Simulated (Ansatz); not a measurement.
# Si₃H₈O: small, medium and large basis sets

Aim: see how fast density functionals converge with the basis set for Si₃H₈O.

Computed with Ansatz 0.2.0, Gaussian basis. Level: one geometry, several basis sets.

The runs, in order: PBE0-D4/def2-SVP; ωB97M-V/def2-SVP; PBE0-D4/def2-QZVPP; ωB97M-V/def2-QZVPP; the functionals' def2-TZVPP values are taken from earlier runs.

### 1 The geometry

An earlier PBE0-D4 in a triple-zeta def2 set relaxation fixed the geometry.

SMILES `O[SiH]([SiH3])[SiH3]`, 12 atoms, charge 0, spin multiplicity 1.

Atoms are counted from 1 here; the program's logs count them from 0.

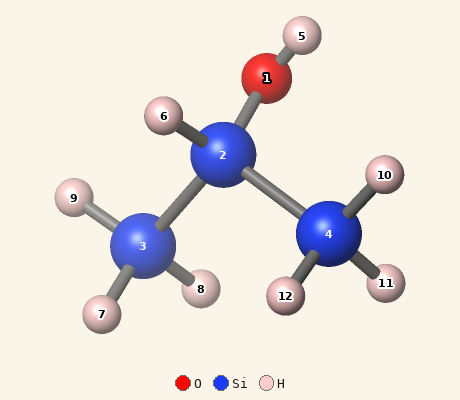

The structure; oxygen red, silicon blue, hydrogen pink; atoms are numbered from 1 in the order of the file.

Geometry (Å):

```xyz
12
H8OSi3
O    -1.4880    1.4379   -0.4236
Si   -0.0199    0.7613   -0.0464
Si   -0.2667   -0.2849    2.0309
Si    0.6954   -0.7749   -1.6730
H    -1.5557    1.9067   -1.2568
H     1.0407    1.8112    0.0604
H     1.0437   -0.8810    2.4113
H    -1.2771   -1.3733    1.9498
H    -0.6781    0.6819    3.0836
H     0.7433   -0.1350   -3.0187
H    -0.2222   -1.9440   -1.7482
H     2.0616   -1.2610   -1.3350
```

### 2 PBE0-D4 in def2-SVP

in.yaml

```yaml
crystal:
  periodic: [false, false, false]
  atoms:
    - {symbol: O, position_ang: [-1.487995, 1.437904, -0.423562]}
    - {symbol: Si, position_ang: [-0.019949, 0.761348, -0.046444]}
    - {symbol: Si, position_ang: [-0.266729, -0.284932, 2.030853]}
    - {symbol: Si, position_ang: [0.695367, -0.774935, -1.673024]}
    - {symbol: H, position_ang: [-1.555654, 1.906704, -1.256834]}
    - {symbol: H, position_ang: [1.040733, 1.811175, 0.060369]}
    - {symbol: H, position_ang: [1.043702, -0.881006, 2.411326]}
    - {symbol: H, position_ang: [-1.277129, -1.373286, 1.949785]}
    - {symbol: H, position_ang: [-0.678075, 0.681865, 3.083612]}
    - {symbol: H, position_ang: [0.743346, -0.135031, -3.018712]}
    - {symbol: H, position_ang: [-0.222224, -1.944017, -1.748168]}
    - {symbol: H, position_ang: [2.061607, -1.260991, -1.335001]}
basis:
  gaussian: {orbitals: def2-SVP}
hamiltonian: {xc: pbe0, dispersion: d4}
output: {orbitals: {seedname: orbitals}}
```

The run is started by

```console
$ ansatz run in.yaml --threads 4 --pin off --events-out ev --progress --plain --max-ram 10444MiB
```

Standard output:

```text
Functional definition: PBE0
  name "PBE0"
  cite "Adamo & Barone, J. Chem. Phys. 110, 6158 (1999) doi:10.1063/1.478522"
  cite "Perdew, Burke & Ernzerhof, Phys. Rev. Lett. 77, 3865 (1996) doi:10.1103/PhysRevLett.77.3865"
  parent pbe
  parameter a = 0.25
  parameter kappa = 0.804
  parameter beta = 0.06672455060314922
  exchange = (1 - a)*pbe_x(kappa = kappa, mu = beta*pi^2/3) + a*exact_x
  correlation = pbe_c(beta = beta)
1041 factors; integrals over basis functions are off by at most 1.2e-3 eV
mean field evaluation 1: about -25785.7997 eV, gradient 4.5e1 eV
mean field evaluation 2: about -25779.3668 eV, gradient 7.3e1 eV
mean field evaluation 4: about -25789.3396 eV, gradient 1.1e0 eV
mean field evaluation 8: about -25789.4002 eV, gradient 3.6e-2 eV
mean field evaluation 16: about -25789.4002 eV, gradient 2.4e-5 eV
mean field -25789.40023470 eV, -947.7429779420 hartree, gradient 2.4e-5 eV, S^2 0.000000; 0 other end points of the search recorded, 0 dependent functions left out
reference -25789.40026594 eV, -947.7429790899 hartree; 29, 29 occupied and 79, 79 virtual orbitals, 1041 factors
Total energy: -25789.63869559 eV, -947.7517412178 hartree
```

Run time: 1.1 s. Hardware: 4 threads of Arm Neoverse V2, shared host; peak memory 0.59 GiB.

### 3 ωB97M-V in def2-SVP

in.yaml, as its differences from that of step 2:

```diff
@@ -17,3 +17,3 @@
   gaussian: {orbitals: def2-SVP}
-hamiltonian: {xc: pbe0, dispersion: d4}
+hamiltonian: {xc: {name: wB97M-V}}
 output: {orbitals: {seedname: orbitals}}
```

Same command.

Standard output, shortened:

```text
Functional definition: wB97M-V
  name "wB97M-V"
  cite "Mardirossian & Head-Gordon, J. Chem. Phys. 144, 214110 (2016) doi:10.1063/1.4952647"
  cite "Becke, J. Chem. Phys. 107, 8554 (1997) doi:10.1063/1.475007"
  cite "Vydrov & Van Voorhis, J. Chem. Phys. 133, 244103 (2010) doi:10.1063/1.3521275"
  # Of w^i u^j: cxij and so on, Table III.
[...]
  gx(w, u) = 1 - cx + cx01*u + cx10*w
  gss(w, u) = css00 + css04*u^4 + css10*w + css20*w^2 + css43*w^4*u^3
  gos(w, u) = cos00 + cos10*w + (cos20 + cos21*u)*w^2 + (cos60 + cos61*u)*w^6
[...]
      + integral(e_c_pw_mod_opposite_spin*gos(b97_w_opposite, b97_u_opposite)) + vv10(b, c)
1041 factors; integrals over basis functions are off by at most 1.2e-3 eV
397 factors; integrals over basis functions are off by at most 7.0e-6 eV
[...]
mean field -25798.51708906 eV, -948.0780161601 hartree, gradient 8.3e-5 eV, S^2 0.000000; 0 other end points of the search recorded, 0 dependent functions left out
reference -25798.51713932 eV, -948.0780180070 hartree; 29, 29 occupied and 79, 79 virtual orbitals, 1041 factors
Total energy: -25798.51713932 eV, -948.0780180070 hartree
```

It took 4.8 s on 4 threads of Arm Neoverse V2, shared host; peak memory 0.59 GiB.

### 4 PBE0-D4 in def2-QZVPP

in.yaml, as its differences from that of step 3:

```diff
@@ -16,4 +16,4 @@
 basis:
-  gaussian: {orbitals: def2-SVP}
-hamiltonian: {xc: {name: wB97M-V}}
+  gaussian: {orbitals: "def2-QZVPP.json"}
+hamiltonian: {xc: pbe0, dispersion: d4}
 output: {orbitals: {seedname: orbitals}}
```

The command is unchanged.

Standard output:

```text
Functional definition: PBE0
  name "PBE0"
  cite "Adamo & Barone, J. Chem. Phys. 110, 6158 (1999) doi:10.1063/1.478522"
  cite "Perdew, Burke & Ernzerhof, Phys. Rev. Lett. 77, 3865 (1996) doi:10.1103/PhysRevLett.77.3865"
  parent pbe
  parameter a = 0.25
  parameter kappa = 0.804
  parameter beta = 0.06672455060314922
  exchange = (1 - a)*pbe_x(kappa = kappa, mu = beta*pi^2/3) + a*exact_x
  correlation = pbe_c(beta = beta)
1825 factors; their error is unknown
mean field evaluation 1: about -25796.8072 eV, gradient 5.3e1 eV
mean field evaluation 2: about -25787.3527 eV, gradient 8.9e1 eV
mean field evaluation 4: about -25801.3970 eV, gradient 2.3e0 eV
mean field evaluation 8: about -25801.4067 eV, gradient 2.9e-2 eV
mean field -25801.42293389 eV, -948.1848039880 hartree, gradient 6.8e-5 eV, S^2 0.000000; 0 other end points of the search recorded, 0 dependent functions left out
reference -25801.42298565 eV, -948.1848058900 hartree; 29, 29 occupied and 478, 478 virtual orbitals, 1825 factors
Total energy: -25801.66141530 eV, -948.1935680180 hartree
```

It took 9.5 s on 4 threads of Arm Neoverse V2, shared host; peak memory 2.1 GiB.

### 5 ωB97M-V in def2-QZVPP

in.yaml, as its differences from that of step 4:

```diff
@@ -17,3 +17,3 @@
   gaussian: {orbitals: "def2-QZVPP.json"}
-hamiltonian: {xc: pbe0, dispersion: d4}
+hamiltonian: {xc: {name: wB97M-V}}
 output: {orbitals: {seedname: orbitals}}
```

Same command.

Standard output, shortened:

```text
Functional definition: wB97M-V
  name "wB97M-V"
  cite "Mardirossian & Head-Gordon, J. Chem. Phys. 144, 214110 (2016) doi:10.1063/1.4952647"
  cite "Becke, J. Chem. Phys. 107, 8554 (1997) doi:10.1063/1.475007"
  cite "Vydrov & Van Voorhis, J. Chem. Phys. 133, 244103 (2010) doi:10.1063/1.3521275"
  # Of w^i u^j: cxij and so on, Table III.
[...]
  gx(w, u) = 1 - cx + cx01*u + cx10*w
  gss(w, u) = css00 + css04*u^4 + css10*w + css20*w^2 + css43*w^4*u^3
  gos(w, u) = cos00 + cos10*w + (cos20 + cos21*u)*w^2 + (cos60 + cos61*u)*w^6
[...]
      + integral(e_c_pw_mod_opposite_spin*gos(b97_w_opposite, b97_u_opposite)) + vv10(b, c)
1765 factors; their error is unknown
445 factors; integrals over basis functions are off by at most 1.2e-5 eV
[...]
mean field -25810.64410076 eV, -948.5236756199 hartree, gradient 3.1e-5 eV, S^2 0.000000; 0 other end points of the search recorded, 0 dependent functions left out
reference -25810.64418300 eV, -948.5236786423 hartree; 29, 29 occupied and 478, 478 virtual orbitals, 1765 factors
Total energy: -25810.64418300 eV, -948.5236786423 hartree
```

Wall time 21 s (4 threads of Arm Neoverse V2, shared host); peak memory 2.4 GiB.

### 6 Density functionals: the series

The def2-TZVPP values come from earlier runs at the same geometry.

| functional | basis | functions | energy (eV) | from the largest (eV) | HOMO (eV) | LUMO (eV) |
| --- | --- | --- | --- | --- | --- | --- |
| PBE0-D4 | def2-SVP | 108 | -25789.6387 | 12.023 | -7.61 | -0.51 |
| PBE0-D4 | def2-TZVPP | 269 | -25800.7336 | 0.928 | -7.62 | -0.79 |
| PBE0-D4 | def2-QZVPP | 507 | -25801.6614 | 0.000 | -7.63 | -0.87 |
| ωB97M-V | def2-SVP | 108 | -25798.5171 | 12.127 | -9.56 | 1.34 |
| ωB97M-V | def2-TZVPP | 269 | -25809.7678 | 0.876 | -9.60 | 0.93 |
| ωB97M-V | def2-QZVPP | 507 | -25810.6442 | 0.000 | -9.62 | 0.73 |

### 7 What came out

```
                                       quantity           value
PBE0-D4: double and triple zeta above quadruple  12.02, 0.93 eV
ωB97M-V: double and triple zeta above quadruple  12.13, 0.88 eV
```

What this shows: PBE0-D4 gains 11.09 eV from double to triple zeta, then 0.93 eV more. Total energies overstate the basis error of differences, where much of it tends to cancel. The LUMO of ωB97M-V is positive and keeps falling with the basis (1.34 to 0.73 eV): an unbound level that the basis holds in place.

For PBE0-D4 the largest set took about 9 times as long as the smallest (9.5 s against 1.1 s).
